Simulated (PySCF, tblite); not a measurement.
**C6H7FN2Si: geometry, infrared bands and NMR shifts**

What infrared bands and NMR shifts should C6H7FN2Si (`C[C@H](F)/C(C#N)=C(\[SiH3])C#N`) show?

The runs use tblite 0.8.0 and PySCF 2.14.0, with density-fitted response routines of our own; the level of theory stands in each step. All values are computed, except where a source is named. Atoms count from 0, in the outputs and in this text.

**1. Starting geometry**

17 atoms, charge 0, multiplicity 1; geometry from: force field or distance geometry start.

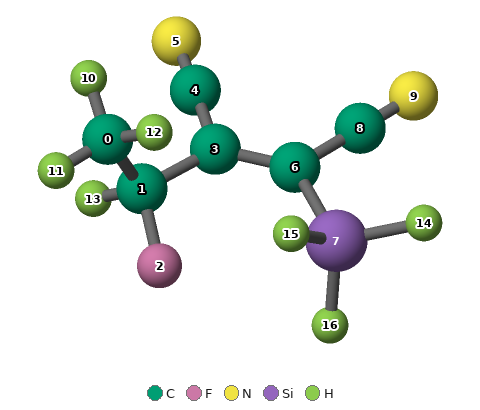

As it starts; carbon teal, fluorine pink, nitrogen yellow, silicon purple, hydrogen green, atoms numbered.

**2. Optimising the geometry with GFN2-xTB**

The job: settings as JSON, then the geometry in Å.

```
{"job": {"kind": "relax", "xc": "GFN2-xTB", "basis": "xTB"}, "charge": 0, "multiplicity": 1}
C      1.962500    -0.272000    -1.076000
C      1.330900     0.471300     0.095100
F      1.504200    -0.315800     1.215600
C     -0.122700     0.821600    -0.136200
C     -0.318000     2.028500    -0.854400
N     -0.437300     3.012800    -1.466500
C     -1.192200     0.112500     0.307900
Si    -1.204400    -1.471800     1.252000
C     -2.528300     0.529700     0.069200
N     -3.623300     0.883000    -0.130900
H      1.918300     0.328400    -1.992000
H      2.995300    -0.515700    -0.855600
H      1.434100    -1.216400    -1.251200
H      1.912200     1.380100     0.300000
H     -2.531200    -2.142500     1.152700
H     -0.203800    -2.396300     0.679200
H     -0.903400    -1.225400     2.681200
```

Run with:

```
$ OMP_NUM_THREADS=1 python probes_run.py task.json out
```

This one command runs all jobs of the session in turn.

Standard output:

```text
step      E/eV     max force
  0    -778.68666    2.492
  1    -778.55281    6.745
  2    -778.82420    0.631
  3    -778.83806    0.515
  4    -778.85375    0.972
  5    -778.85391    1.416
  6    -778.86659    0.222
  7    -778.86985    0.153
  8    -778.87421    0.241
  9    -778.87621    0.185
 10    -778.87895    0.136
 11    -778.88139    0.242
 12    -778.88358    0.224
 13    -778.88494    0.100
 14    -778.88602    0.085
 15    -778.88705    0.129
 16    -778.88809    0.143
 17    -778.88899    0.085
 18    -778.88977    0.073
 19    -778.89050    0.088
 20    -778.89127    0.100
 21    -778.89200    0.075
 22    -778.89253    0.053
 23    -778.89286    0.043
 24    -778.89309    0.039
 25    -778.89329    0.037
 26    -778.89350    0.035
 27    -778.89374    0.054
 28    -778.89400    0.053
 29    -778.89427    0.040
 30    -778.89449    0.033
 31    -778.89469    0.049
 32    -778.89488    0.058
 33    -778.89510    0.043
 34    -778.89533    0.037
 35    -778.89552    0.032
 36    -778.89566    0.031
 37    -778.89578    0.028
 38    -778.89592    0.035
 39    -778.89605    0.029
 40    -778.89614    0.025
 41    -778.89622    0.021
 42    -778.89632    0.026
 43    -778.89647    0.037
 44    -778.89665    0.039
 45    -778.89681    0.028
 46    -778.89692    0.026
 47    -778.89701    0.023
 48    -778.89709    0.022
 49    -778.89716    0.024
 50    -778.89722    0.019
 51    -778.89728    0.024
 52    -778.89735    0.023
 53    -778.89741    0.020
 54    -778.89746    0.014
 55    -778.89751    0.020
 56    -778.89756    0.021
 57    -778.89763    0.024
 58    -778.89767    0.018
 59    -778.89772    0.017
 60    -778.89776    0.018
 61    -778.89781    0.019
 62    -778.89786    0.017
 63    -778.89790    0.017
 64    -778.89796    0.022
 65    -778.89803    0.023
 66    -778.89811    0.027
 67    -778.89816    0.018
 68    -778.89820    0.015
 69    -778.89822    0.012
 70    -778.89824    0.016
 71    -778.89827    0.013
 72    -778.89829    0.013
 73    -778.89831    0.015
 74    -778.89834    0.017
 75    -778.89839    0.023
 76    -778.89844    0.020
 77    -778.89848    0.012
 78    -778.89850    0.013
 79    -778.89852    0.014
 80    -778.89855    0.019
 81    -778.89860    0.019
 82    -778.89863    0.012
 83    -778.89865    0.010
```

It took 1.1 s on 1 thread of Arm Neoverse N1, shared host; peak memory 0.18 GiB.

Step by step: (not every step is listed) (the energy doesn't fall at every step)

```
step  energy from step 0 (eV)  largest force (eV/Å)
   0                   0.0000                2.4915
   1                   0.1338                6.7446
   2                  -0.1375                0.6310
   3                  -0.1514                0.5155
   4                  -0.1671                0.9720
   5                  -0.1673                1.4163
   6                  -0.1799                0.2224
   7                  -0.1832                0.1526
   8                  -0.1875                0.2411
  15                  -0.2004                0.1292
  22                  -0.2059                0.0533
  29                  -0.2076                0.0402
  36                  -0.2090                0.0313
  43                  -0.2098                0.0368
  50                  -0.2106                0.0188
  57                  -0.2110                0.0237
  64                  -0.2113                0.0221
  71                  -0.2116                0.0132
  78                  -0.2118                0.0126
  79                  -0.2119                0.0138
  80                  -0.2119                0.0192
  81                  -0.2119                0.0192
  82                  -0.2120                0.0116
  83                  -0.2120                0.0097
```

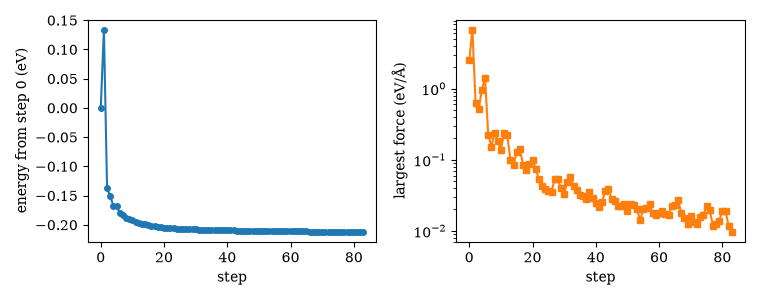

Energy and largest force along the relaxation.

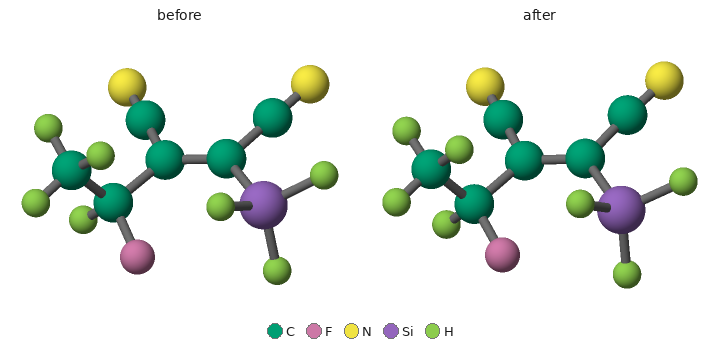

Before and after, at one scale.

Distances of close pairs at the start and the end, largest changes first:

```
   bond  before (Å)  after (Å)  change (Å)
 C6–Si7       1.844      1.913      +0.068
Si7–H14       1.490      1.462      -0.028
Si7–H16       1.481      1.457      -0.025
  C8–N9       1.168      1.148      -0.020
  C4–N5       1.165      1.146      -0.019
Si7–H15       1.478      1.460      -0.017
  C6–C8       1.420      1.404      -0.016
  C3–C6       1.358      1.347      -0.011
```

The next job starts from the end point, and lists it.

**3. Vibrational analysis with GFN2-xTB**

The job: settings as JSON, then the geometry in Å.

```
{"job": {"kind": "ir", "xc": "GFN2-xTB", "basis": "xTB"}, "charge": 0, "multiplicity": 1}
C      1.925484    -0.233020    -1.083217
C      1.302017     0.437896     0.135459
F      1.377533    -0.424465     1.213842
C     -0.133529     0.809709    -0.120497
C     -0.301027     1.988832    -0.883728
N     -0.423294     2.946898    -1.501447
C     -1.196969     0.097792     0.299460
Si    -1.137373    -1.518674     1.320035
C     -2.488565     0.546151    -0.021369
N     -3.569784     0.854213    -0.251974
H      1.928622     0.458576    -1.921446
H      2.947680    -0.524800    -0.855009
H      1.355805    -1.120755    -1.350268
H      1.875092     1.331214     0.421193
H     -2.509602    -2.023403     1.297636
H     -0.246381    -2.441327     0.621605
H     -0.712707    -1.172806     2.669814
```

Standard output:

```text
mode    cm-1     km/mol
  1      42.8      4.74
  2      63.3      0.19
  3     100.6      1.81
  4     127.5      7.44
  5     151.4     14.86
  6     164.2      7.50
  7     201.8      1.79
  8     215.6      1.37
  9     243.9      2.58
 10     252.4      1.32
 11     342.5      9.64
 12     402.2      5.52
 13     459.3      9.40
 14     472.8      4.59
 15     496.6      2.48
 16     518.4      5.40
 17     564.1     37.07
 18     578.4     90.44
 19     615.7     17.96
 20     650.3      2.13
 21     745.5    206.02
 22     797.8    305.01
 23     812.8    224.75
 24     877.6     38.65
 25     926.1      6.67
 26    1027.7     41.51
 27    1080.4     36.45
 28    1085.9      5.05
 29    1137.5     61.67
 30    1184.7     16.54
 31    1264.3      1.75
 32    1302.0     11.08
 33    1393.7     13.76
 34    1467.8      5.07
 35    1479.8      5.38
 36    1607.1     16.89
 37    2292.5    314.95
 38    2298.9    148.65
 39    2334.1    275.40
 40    2347.8    180.59
 41    2362.5    123.09
 42    2900.7     22.23
 43    3041.8     14.99
 44    3048.6      9.83
 45    3054.9      7.43
```

Wall time 1.2 s (1 thread of Arm Neoverse N1, shared host); peak memory 0.18 GiB.

The strongest bands and the atoms that carry them (share of the mass-weighted mode):

```
cm⁻¹  km/mol               atoms
 746   206.0  H16 46 %, H15 46 %
 798   305.0  H16 49 %, H14 41 %
 813   224.8  H15 50 %, H14 44 %
2292   314.9  H14 66 %, H15 28 %
2299   148.7  H15 66 %, H14 30 %
2334   275.4            H16 93 %
2348   180.6    C8 56 %, N9 37 %
2362   123.1    C4 57 %, N5 37 %
```

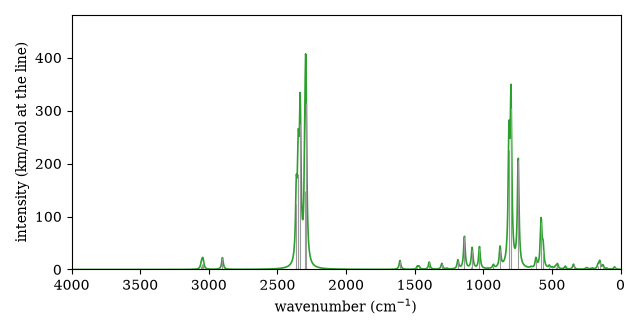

The infrared spectrum from these modes, unscaled. Lines are broadened to a width of 14 cm⁻¹ (Lorentzian).

**4. NMR shieldings: PBE0/pcSseg-1**

The job, as its differences from that of step 3:

```diff
@@ -1,2 +1,2 @@
-{"job": {"kind": "ir", "xc": "GFN2-xTB", "basis": "xTB"}, "charge": 0, "multiplicity": 1}
+{"job": {"kind": "nmr", "xc": "PBE0", "basis": "pcSseg-1"}, "charge": 0, "multiplicity": 1}
 C      1.925484    -0.233020    -1.083217
```

Method: GIAO PBE0/pcSseg-1 NMR shielding, non-relativistic, gas phase.

Standard output:

```text
coarse grid: 15696 points
cycle   1  E = -730.7612269385  dE =  1.397e+00  |g| = 7.285e-01  |ddm| = 4.038e+00
cycle   2  E = -730.3058017915  dE =  4.554e-01  |g| = 1.620e+00  |ddm| = 2.227e+00
cycle   3  E = -730.8690383629  dE = -5.632e-01  |g| = 2.177e-01  |ddm| = 1.650e+00
cycle   4  E = -730.8775031553  dE = -8.465e-03  |g| = 8.295e-02  |ddm| = 2.027e-01
cycle   5  E = -730.8786808947  dE = -1.178e-03  |g| = 2.708e-02  |ddm| = 8.300e-02
cycle   6  E = -730.8788425930  dE = -1.617e-04  |g| = 6.874e-03  |ddm| = 3.021e-02
cycle   7  E = -730.8788528895  dE = -1.030e-05  |g| = 2.635e-03  |ddm| = 7.546e-03
cycle   8  E = -730.8788542891  dE = -1.400e-06  |g| = 8.274e-04  |ddm| = 2.481e-03
final grid: 150368 points
cycle   9  E = -730.9429858807  dE = -3.802e-05  |g| = 6.997e-03  |ddm| = 3.386e-02
cycle  10  E = -730.9429790530  dE =  6.828e-06  |g| = 9.367e-03  |ddm| = 1.392e-02
cycle  11  E = -730.9429964398  dE = -1.739e-05  |g| = 1.823e-03  |ddm| = 7.885e-03
cycle  12  E = -730.9429970813  dE = -6.416e-07  |g| = 5.795e-04  |ddm| = 1.792e-03
cycle  13  E = -730.9429971467  dE = -6.534e-08  |g| = 1.719e-04  |ddm| = 5.549e-04
cycle  14  E = -730.9429971513  dE = -4.583e-09  |g| = 5.922e-05  |ddm| = 1.525e-04
cycle  15  E = -730.9429971520  dE = -7.658e-10  |g| = 2.132e-05  |ddm| = 6.918e-05
converged SCF energy = -730.9429971520

GIAO shielding tensors (ppm)
atom      isotropic    diamagn.    paramagn.     s11        s22        s33       span
  0 C      163.304     249.217     -85.913    149.547    156.534    183.831     34.284
  1 C       90.024     238.655    -148.631     57.437     77.192    135.442     78.004
  2 F      374.427     476.441    -102.015    337.535    389.803    395.943     58.408
  3 C       38.150     260.737    -222.587    -86.955     61.968    139.438    226.393
  4 C       67.609     259.669    -192.061    -49.473    -42.419    294.718    344.191
  5 N      -74.971     340.792    -415.763   -218.503   -206.215    199.805    418.309
  6 C       56.166     253.883    -197.718    -63.287     57.134    174.650    237.937
  7 Si     416.747     879.704    -462.957    384.490    421.188    444.563     60.074
  8 C       64.429     258.942    -194.513    -56.443    -47.012    296.742    353.184
  9 N      -81.336     339.997    -421.333   -219.519   -197.081    172.593    392.112
 10 H       30.112      29.196       0.916     25.839     28.883     35.614      9.775
 11 H       29.834      28.025       1.809     26.110     26.962     36.430     10.320
 12 H       30.160      30.599      -0.439     26.380     29.821     34.279      7.899
 13 H       26.114      28.667      -2.553     23.235     25.737     29.369      6.134
 14 H       27.494      27.951      -0.457     23.767     26.483     32.232      8.465
 15 H       27.151      29.264      -2.113     23.045     27.675     30.734      7.688
 16 H       27.109      28.375      -1.266     23.413     26.283     31.631      8.217
```

Wall time 76 s (1 thread of Arm Neoverse N1, shared host); peak memory 1 GiB.

The references, computed at this level on geometries of the same kind, shield at (ppm): ¹H TMS 31.72, ¹³C TMS 186.9, ²⁹Si TMS 349.2, ¹⁹F CFCl3 170.9, ¹⁵N NH3 267.7. Their shielding less the atom's gives the shift. The references are single molecules in the gas phase, so shifts against H2O, NH3, PH3, H3PO4 or CFCl3 are not on the usual liquid scales and can be off by tens of ppm. Atoms listed in one row are averaged.

```
        atoms                                environment  σ (ppm)  δ (ppm)  δ scaled to CDCl3
           C3            fully substituted alkene carbon     38.2    148.8              143.3
           C6            fully substituted alkene carbon     56.2    130.8              125.7
           C8                             nitrile carbon     64.4    122.5              117.6
           C4                             nitrile carbon     67.6    119.3              114.5
           C1                 allylic sp3 CH bonded to F     90.0     96.9               92.7
           C0                              methyl carbon    163.3     23.6               21.1
          H13  hydrogen on an allylic sp3 CH bonded to F    26.11     5.60               5.39
H14, H15, H16          hydrogen on a silicon bonded to C    27.25     4.47                  –
H10, H11, H12                hydrogen on a methyl carbon    30.04     1.68               1.69
           F2                  fluorine on an sp3 carbon    374.4   -203.5                  –
           N9                           nitrile nitrogen    -81.3    349.1                  –
           N5                           nitrile nitrogen    -75.0    342.7                  –
          Si7                   silicon bonded to C, 3 H    416.7    -67.6                  –
```

The scaled column applies a straight-line fit of computed shieldings to shifts measured in CDCl3, and one for carbons that bear F (root-mean-square error 0.16 ppm for H, 1.9 ppm for C).

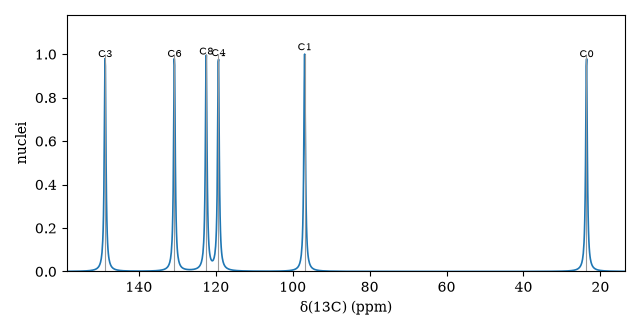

¹³C lines at the computed shifts, without couplings. Lines are broadened to a width of 0.50 ppm (Lorentzian).

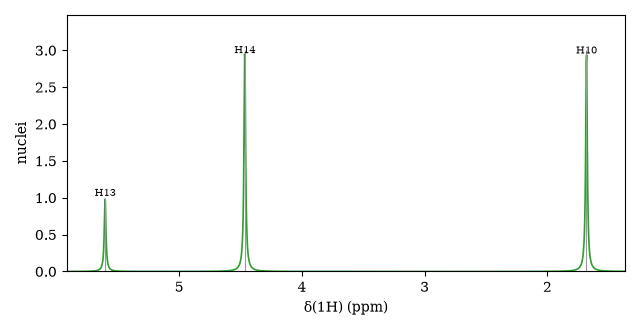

¹H lines at the computed shifts, without couplings. Lines are broadened to a width of 0.02 ppm (Lorentzian).

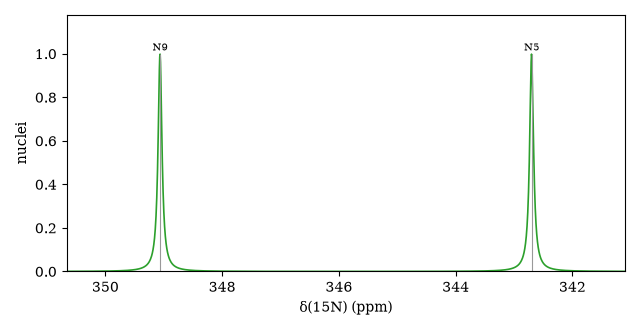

¹⁵N lines at the computed shifts, without couplings. Lines are broadened to a width of 0.08 ppm (Lorentzian).

Charges from the same density, by scheme (e):

```
atoms  Mulliken    IAO  Hirshfeld  ESP fit
   C0     -0.25  -0.43      -0.12    -0.54
   C1      0.24   0.18       0.08     0.43
   F2     -0.32  -0.31      -0.06    -0.25
   C3     -0.21  -0.01       0.03    -0.23
   C4      0.16   0.13       0.08     0.43
   N5     -0.20  -0.19      -0.18    -0.42
   C6     -0.31  -0.27      -0.06    -0.22
  Si7      0.64   0.64       0.32     0.41
   C8      0.11   0.13       0.07     0.48
   N9     -0.22  -0.21      -0.19    -0.45
```

Mulliken charges:

C0 -0.25; C1 0.24; F2 -0.32; C3 -0.21; C4 0.16; N5 -0.20; C6 -0.31; Si7 0.64; C8 0.11; N9 -0.22; H10 0.15; H11 0.14; H12 0.13; H13 0.14; H14 -0.08; H15 -0.08; H16 -0.05

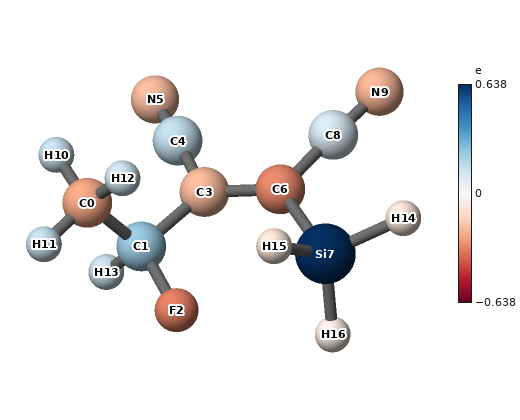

Mulliken charges, as colours on the atoms.

Mayer bond orders: C0–C1 1.02, C1–F2 0.85, C1–C3 1.00, C3–C4 1.03, C4–N5 2.99, C3–C6 1.71, C6–Si7 0.78, C6–C8 1.07, C8–N9 2.97.

**5. Summary of results**

```
                                                              quantity                                       value
                             strongest single infrared mode (GFN2-xTB)                       2292 cm⁻¹, 315 km/mol
                                          zero-point energy (GFN2-xTB)                               69.4 kcal/mol
                                ¹³C shifts against TMS (PBE0/pcSseg-1)  148.8, 130.8, 122.5, 119.3, 96.9, 23.6 ppm
¹H shifts against TMS (PBE0/pcSseg-1, means over atoms taken as alike)                        5.60, 4.47, 1.68 ppm
                              ¹⁹F shifts against CFCl3 (PBE0/pcSseg-1)                                  -203.5 ppm
                                ¹⁵N shifts against NH3 (PBE0/pcSseg-1)                            349.1, 342.7 ppm
                               ²⁹Si shifts against TMS (PBE0/pcSseg-1)                                   -67.6 ppm
```

In words: Over 83 steps the energy fell by 0.212 eV; of the close pairs, C6–Si7 changed most, 1.844 to 1.913 Å. No mode is imaginary among the 45: a minimum at this level. The strongest single mode, at 2292 cm⁻¹, moves mainly H14. Unscaled tight-binding wavenumbers are off by several per cent, some by more. Its intensities can rank the bands wrongly. The most deshielded hydrogen is H13 (hydrogen on an allylic sp3 CH bonded to F), at 5.60 ppm: its carbon carries F, which withdraws density. At PBE0/pcSseg-1: The largest span, 418 ppm, is at N5, where the paramagnetic term is -416 ppm.
